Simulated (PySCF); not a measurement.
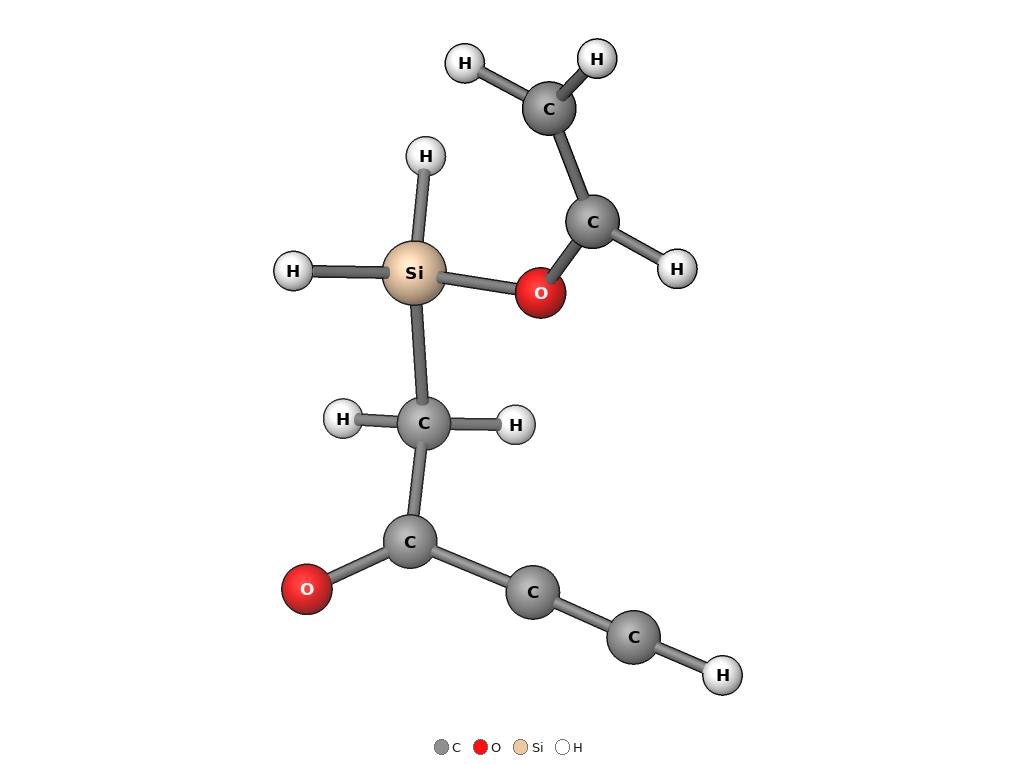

Computed geometry: GFN2-xTB optimisation. No frequency run is at hand to confirm it as a minimum. Properties computed with PBE0/pcSseg-1, gas phase (PySCF 2.14.0).

**Give the HOMO–LUMO gap at this level.**

5.55 eV.

**What is the HOMO energy (Kohn–Sham orbital)?**

−7.26 eV.

**Estimate the dipole moment.**

3.19 D.

The geometry is semi-empirical. Around Si such bond lengths and angles can be off by a tenth of an ångström or more and by several degrees, and values that hang on the shape move with them.
